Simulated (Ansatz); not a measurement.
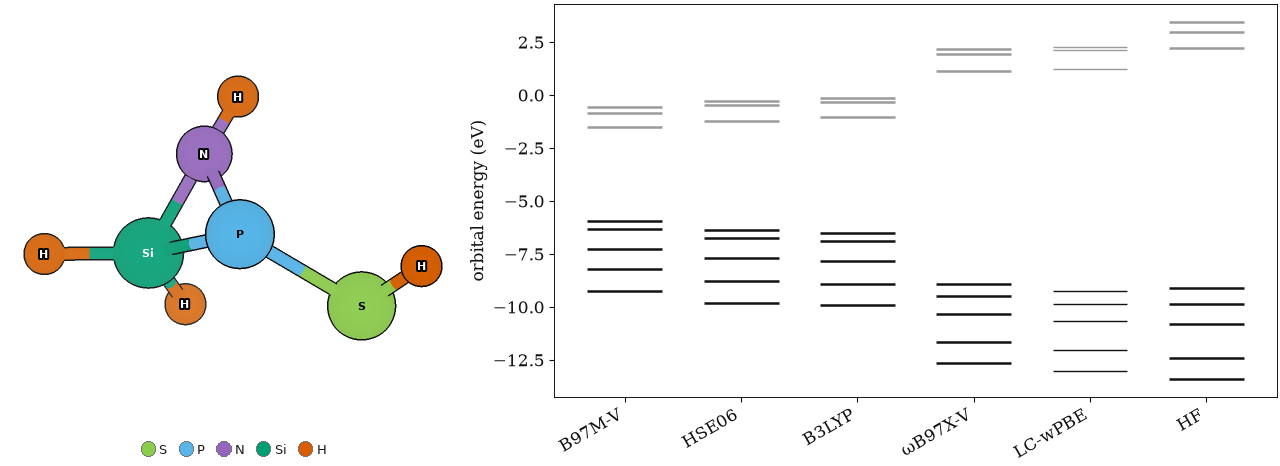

Frontier orbital energies of SiPNH₄S, SMILES SP1N[SiH2]1 at one geometry, def2-TZVPP, the Ansatz code 0.2.0, at a PBE0-D4/def2-TZVP geometry (a minimum by its frequencies). Empty levels are grey, levels within 0.1 eV stand side by side; all columns show the same few orbitals around the gap.

### How do the frontier levels move from column to column?

The separation grows from 4.44 eV (B97M-V) to 11.33 eV (HF).

| level | HOMO (eV) | LUMO (eV) | separation (eV) |
| --- | --- | --- | --- |
| B97M-V | −5.95 | −1.51 | 4.44 |
| HSE06 | −6.35 | −1.22 | 5.13 |
| B3LYP | −6.52 | −1.03 | 5.49 |
| ωB97X-V | −8.90 | 1.14 | 10.05 |
| LC-wPBE | −9.23 | 1.23 | 10.46 |
| HF | −9.12 | 2.21 | 11.33 |

Limits of at least one run: empty levels above zero depend strongly on the basis.
